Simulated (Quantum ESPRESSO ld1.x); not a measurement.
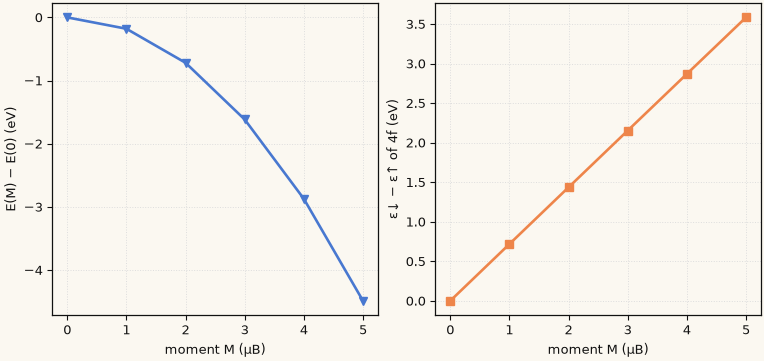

For Sm³⁺ in [Xe] 4f5, the spin moment of the 4f shell is fixed at a series of values. Method: scalar-relativistic Kohn-Sham, LDA (Slater exchange, Perdew-Wang correlation), spin-polarised, spherical densities, point nucleus; computed with Quantum ESPRESSO ld1.x 7.5. The plot shows the energy and the exchange splitting.

Describe both curves.

Answer. The energy falls with the moment, to −4.49 eV at M = 5 μB, the largest moment run, in line with Hund's first rule (at fractional spins the functional's fractional-spin error adds to the fall). A fit E = −I M²/4 gives an exchange integral I of about 0.72 eV, and the exchange splitting grows nearly in proportion to M, to 3.58 eV (0.72 eV per μB).
